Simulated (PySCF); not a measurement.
# InH2OF (SMILES [OH][InH][F]): a chain of runs

Wanted: a geometry optimisation (HF/LANL2DZ), then the harmonic vibrations, then the energy (KT2/def2-QZVP), then the excited states (TD-SOGGA11-X/def2-SVP) of InH2OF. The job is set up through a Python script.

The results are computed with PySCF 2.14.0.

## 1. The structure to begin with

InH2OF: 5 atoms, total charge 0, spin state singlet. SMILES: `[OH][InH][F]`. All atoms were displaced at random from a relaxed shape. This is a higher conformer, about 10 kJ/mol above the lowest found by a separate search. The run starts from this shape.

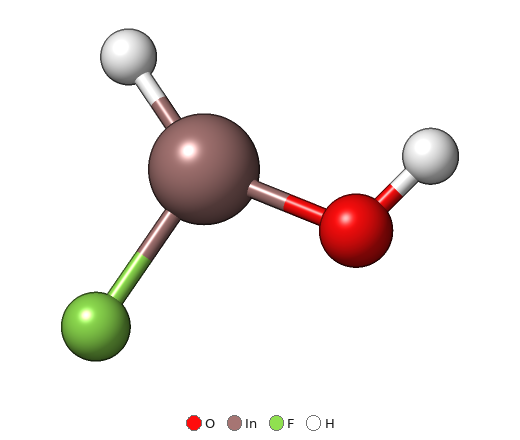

Viewed from a chosen angle; oxygen red, indium brown, fluorine green, hydrogen white.

## 2. A geometry optimisation at HF/LANL2DZ (core potential) (run 1)

Input file run.py:

```python
# [OH][InH][F]
from pyscf import gto
from pyscf.geomopt.geometric_solver import kernel as optimise

mol = gto.M(
    atom=[
    ('O', (-1.157802, -0.405501, -0.560464)),
    ('In', (0.453241, 0.189189, 0.116228)),
    ('F', (1.226831, -1.543789, 0.790106)),
    ('H', (-1.760045, 0.442970, -0.944557)),
    ('H', (1.408630, 1.346128, 0.332500)),
],
    basis='lanl2dz',
    ecp={'In': 'lanl2dz'},
    verbose=3,
    max_memory=1860,
    charge=0,
)

hf = mol.RHF()
converged, mol_eq = optimise(hf, maxsteps=100)
print('converged:', converged)
print(mol_eq.tostring())

hf.reset(mol_eq)
mol = mol_eq
hf.kernel()
e_tot = hf.e_tot
print('E = %.10f Eh' % e_tot)
```

Command:

```console
OMP_NUM_THREADS=1 python run.py
```

The log of the run:

```text
maxiter                   100
----------------------------------------------------------
Custom engine selected.
Bonds will be generated from interatomic distances less than 1.20 times sum of covalent radii
15 internal coordinates being used (instead of 15 Cartesians)
Internal coordinate system (atoms numbered from 1):
Distance 1-2
Distance 1-4
Distance 2-3
Distance 2-5
Angle 2-1-4
Angle 1-2-5
Angle 3-2-5
Out-of-Plane 2-1-3-5
Dihedral 4-1-2-3
Dihedral 4-1-2-5
Translation-X 1-5
Translation-Y 1-5
Translation-Z 1-5
Rotation-A 1-5
Rotation-B 1-5
Rotation-C 1-5
> ===== Optimization Info: ====
> Job type: Energy minimization
> Maximum number of optimization cycles: 100
> Initial / maximum trust radius (Angstrom): 0.100 / 0.300
> Convergence Criteria:
> Will converge when all 5 criteria are reached:
>  |Delta-E| < 1.00e-06
>  RMS-Grad  < 3.00e-04
>  Max-Grad  < 4.50e-04
>  RMS-Disp  < 1.20e-03
>  Max-Disp  < 1.80e-03
> === End Optimization Info ===

[... 21 lines left out ...]
Step    0 : Gradient = 9.390e-02/1.314e-01 (rms/max) Energy = -177.2739631436
[... 52 lines left out ...]
converged SCF energy = -177.325355398363
[... 62 lines left out ...]
converged SCF energy = -177.328669856216
[... 52 lines left out ...]
Failed inverse iteration - checking coordinate system
[... 54 lines left out ...]
converged SCF energy = -177.330277150954
[... 62 lines left out ...]
converged SCF energy = -177.330539873097
[... 62 lines left out ...]
converged SCF energy = -177.330604097591
[... 53 lines left out ...]
Converged! =D
[... 1 line left out ...]
converged: True
O          -1.10799884        0.20588485       -0.62000535
In          0.55275599        0.12420304        0.16442907
F           1.05541696       -1.58323425        0.72028832
H          -1.92081368       -0.15460373       -0.92810786
H           1.59149457        1.43674709        0.39720882
converged SCF energy = -177.33060494979
E = -177.3306049498 Eh
```

It took 19 s on 1 thread of Arm Neoverse V1, shared host; peak memory 0.14 GiB.

The path in brief:

```
step  energy from the first frame kept (eV)  largest force (eV/Å)
   0                                 0.0000                6.7577
   1                                -1.0675                2.5227
   2                                -1.2700                3.3169
   3                                -1.3985                0.6898
   4                                -1.4479                0.3886
   5                                -1.4736                0.1825
   6                                -1.4886                0.2176
   7                                -1.5092                0.2987
   8                                -1.3185                4.9360
   9                                -1.4981                1.9117
  10                                -1.5258                0.9039
  11                                -1.5324                0.2791
  12                                -1.5320                0.3655
  13                                -1.5367                0.1089
  14                                -1.5395                0.1332
  15                                -1.5376                0.3004
  16                                -1.5411                0.0299
  17                                -1.5413                0.0289
  18                                -1.5413                0.0109
  19                                -1.5413                0.0046
```

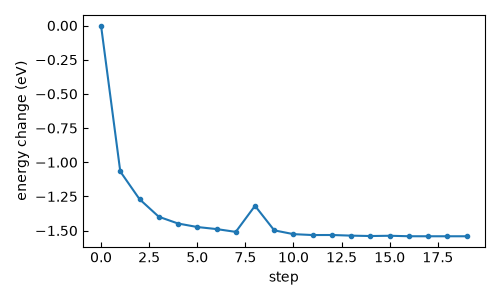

Energy along the run.

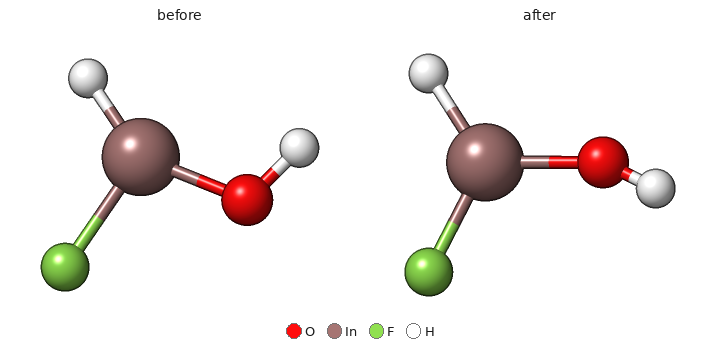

Before and after, at one scale.

After the run. Bond lengths: O1–In2 1.839 Å, In2–F3 1.865 Å, O1–H4 0.941 Å, In2–H5 1.690 Å. Angles: O1–In2–F3 114.3°, O1–In2–H5 125.4°, F3–In2–H5 120.3°, In2–O1–H4 154.5°.

## 3. Vibrational wavenumbers at HF/LANL2DZ (core potential) (run 2)

Input file job.py:

```python
import numpy
from pyscf import gto, scf, symm
from pyscf.hessian import thermo

mol = gto.M(
    atom=[
    ('O', (-1.539123, 0.279860, -0.765620)),
    ('In', (0.121632, 0.198178, 0.018814)),
    ('F', (0.624293, -1.509259, 0.574673)),
    ('H', (-2.351938, -0.080629, -1.073723)),
    ('H', (1.160371, 1.510722, 0.251594)),
],
    verbose=3,
    basis='lanl2dz',
    max_memory=1860,
    ecp={'In': 'lanl2dz'},
)

hf = scf.RHF(mol)
hf.kernel()

e_tot = hf.e_tot
print(f'total energy: {e_tot:.8f} hartree')
hess = hf.Hessian().kernel()
modes = thermo.harmonic_analysis(mol, hess)
print('frequencies (1/cm)', numpy.round(modes['freq_wavenumber'], 1))
symm.geom.TOLERANCE = 1e-3  # for the symmetry number
th = thermo.thermo(hf, modes['freq_au'], 298.15, 101325)
thermo.dump_thermo(mol, th)
```

Command:

```console
OMP_NUM_THREADS=1 python job.py
```

The log of the run:

```text
converged SCF energy = -177.330604949797
total energy: -177.33060495 hartree
frequencies (1/cm) [ 194.   377.1  408.   465.4  562.3  596.8  701.4 1924.7 4277.7]
temperature 298.1500 [K]
pressure 101325.00 [Pa]
Rotational constants [GHz] 15.18878 5.68305 4.13565
Symmetry number 1
Zero-point energy (ZPE) 0.02166 [Eh]   56866.508 [J/mol]
                           tot       elec      trans        rot        vib
Entropy [J/mol/K]       299.077      0.000    171.388    101.727     25.962
Cv [J/mol/K]             63.188      0.000     12.472     12.472     38.245
Cp [J/mol/K]             71.503      0.000     20.786     12.472     38.245
Internal energy [J/mol]                      3718.434   3718.434  61885.765
Internal energy [Eh]   -177.30420  -177.33060
Enthalpy [J/mol]                             6197.391   3718.434  61885.765
Enthalpy [Eh]          -177.30326
Gibbs free energy [J/mol]                  -44902.019 -26611.550  54145.257
Gibbs free energy [Eh] -177.33722
```

Wall time 6 s (1 thread of Arm Neoverse V1, shared host); peak memory 0.13 GiB.

## 4. A single-point energy at KT2/def2-QZVP (density fitting, core potential) (run 3)

Input file calc.py:

```python
from pyscf import gto, dft

system = gto.Mole()
system.atom = '''
O       -1.107999       0.205885      -0.620005
In       0.552756       0.124203       0.164429
F        1.055417      -1.583234       0.720288
H       -1.920814      -0.154604      -0.928108
H        1.591495       1.436747       0.397209
'''
system.max_memory = 1860
system.verbose = 3
system.spin = 0
system.charge = 0
system.ecp = {'In': 'def2-svp'}
system.basis = 'def2-qzvp'
system.build()

mf = dft.RKS(system)
mf.xc = 'kt2'
mf = mf.density_fit()
mf.kernel()

energy = mf.e_tot
print('E = %.10f Eh' % energy)
```

Command:

```console
OMP_NUM_THREADS=1 python calc.py
```

The log of the run:

```text
converged SCF energy = -370.008333591991
E = -370.0083335920 Eh
```

Run time: 27 s. Hardware: 1 thread of Arm Neoverse V1, shared host; peak memory 0.78 GiB.

## 5. The vertical excitations at TD-SOGGA11-X/def2-SVP (density fitting, core potential, spin of roots singlet) (run 4)

Input file job.py:

```python
from pyscf import gto, dft, tdscf
from pyscf import df

molecule = gto.M(
    atom=[
    ('O', (-1.107999, 0.205885, -0.620005)),
    ('In', (0.552756, 0.124203, 0.164429)),
    ('F', (1.055417, -1.583234, 0.720288)),
    ('H', (-1.920814, -0.154604, -0.928108)),
    ('H', (1.591495, 1.436747, 0.397209)),
],
    verbose=3,
    basis='def2-svp',
    charge=0,
    spin=0,
    ecp={'In': 'def2-svp'},
    max_memory=1860,
)

mf = dft.RKS(molecule)
mf.xc = 'hyb_gga_x_sogga11_x,gga_c_sogga11_x'
mf = mf.density_fit(auxbasis=df.aug_etb(molecule, beta=2.0))
mf.kernel()

etot = mf.e_tot
print('E(%s) = %.9f' % ('SOGGA11-X', etot))

td = mf.TDDFT()
td.nstates = 10
td.kernel()
td.analyze()
roots = td.e * 27.211386
osc = td.oscillator_strength()
print('state   eV      nm      f')
for i, (w, f) in enumerate(zip(roots, osc), 1):
    print('%3d %9.4f %8.1f %9.5f' % (i, w, 1239.842 / w, f))
```

Command:

```console
OMP_NUM_THREADS=1 python job.py
```

The log of the run:

```text
converged SCF energy = -366.236093790293
E(SOGGA11-X) = -366.236093790
Excitation energies (eV)
[6.47204916 6.67916615 6.79130962 7.37341192 7.45691056 7.949607
 8.34841529 8.544045   8.56442851 8.93439929]

** Singlet excitation energies and oscillator strengths **
state   eV      nm      f
  1    6.4720    191.6   0.00585
  2    6.6792    185.6   0.03533
  3    6.7913    182.6   0.02458
  4    7.3734    168.2   0.05051
  5    7.4569    166.3   0.05582
  6    7.9496    156.0   0.14818
  7    8.3484    148.5   0.04979
  8    8.5440    145.1   0.00928
  9    8.5644    144.8   0.01832
 10    8.9344    138.8   0.03784
```

Wall time 77 s (1 thread of Arm Neoverse V1, shared host); peak memory 0.43 GiB.

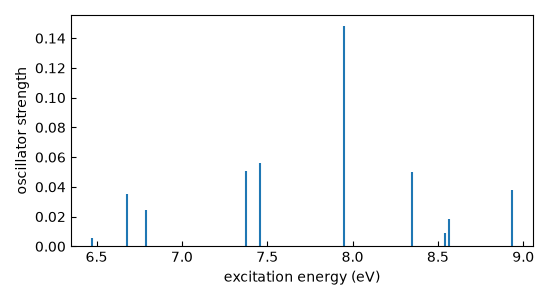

Vertical excitations as sticks.

The roots found:

```
excited state  energy (eV)  strength
            1        6.472    0.0059
            2        6.679    0.0353
            3        6.791    0.0246
            4        7.373    0.0505
            5        7.457    0.0558
            6        7.950    0.1482
            7        8.348    0.0498
            8        8.544    0.0093
            9        8.564    0.0183
           10        8.934    0.0378
```

## 6. Results

```
                                                                    quantity             value
                                  run 1, HF/LANL2DZ: total energy at the end     -177.33060 Eh
                                            run 1, HF/LANL2DZ: dipole moment            2.22 D
                                              run 1, HF/LANL2DZ: HOMO energy         -12.99 eV
                                              run 1, HF/LANL2DZ: LUMO energy           1.30 eV
                                            run 1, HF/LANL2DZ: HOMO–LUMO gap          14.30 eV
                               run 2, HF/LANL2DZ: lowest harmonic wavenumber          194 cm⁻¹
                              run 2, HF/LANL2DZ: highest harmonic wavenumber         4278 cm⁻¹
                                        run 2, HF/LANL2DZ: zero-point energy       56.9 kJ/mol
run 2, HF/LANL2DZ: ideal-gas entropy at 298.15 K (symmetry number 1 as used)  71.5 cal/(mol K)
                                          run 3, KT2/def2-QZVP: total energy     -370.00833 Eh
                                         run 3, KT2/def2-QZVP: dipole moment            1.81 D
                                           run 3, KT2/def2-QZVP: HOMO energy          -7.29 eV
                                           run 3, KT2/def2-QZVP: LUMO energy          -2.13 eV
                                         run 3, KT2/def2-QZVP: HOMO–LUMO gap           5.16 eV
             run 4, TD-SOGGA11-X/def2-SVP: ground-state or mean-field energy     -366.23609 Eh
   run 4, TD-SOGGA11-X/def2-SVP: dipole moment (SOGGA11-X Kohn–Sham density)            1.89 D
    run 4, TD-SOGGA11-X/def2-SVP: HOMO energy (SOGGA11-X Kohn–Sham orbitals)          -9.59 eV
    run 4, TD-SOGGA11-X/def2-SVP: LUMO energy (SOGGA11-X Kohn–Sham orbitals)          -0.61 eV
  run 4, TD-SOGGA11-X/def2-SVP: HOMO–LUMO gap (SOGGA11-X Kohn–Sham orbitals)           8.98 eV
              run 4, TD-SOGGA11-X/def2-SVP: lowest singlet excitation energy           6.47 eV
```

The optimisation (run 1, HF/LANL2DZ) took 19 steps and changed the energy by -1.541 eV. Mulliken charges (run 1, HF/LANL2DZ) run from -1.12 on O1 to +1.58 on In2; they depend strongly on the basis. All 9 modes (run 2, HF/LANL2DZ) are real, so the shape is a minimum at this level. Mulliken charges (run 2, HF/LANL2DZ) run from -1.12 on O1 to +1.58 on In2; they depend strongly on the basis. Mulliken charges (run 3, KT2/def2-QZVP) run from -0.67 on O1 to +0.99 on In2; in a basis this large or diffuse they mean little. The brightest of the 10 transitions from the ground state lies at 7.95 eV (156 nm, f = 0.148); the lowest, at 6.47 eV, has f = 0.006.
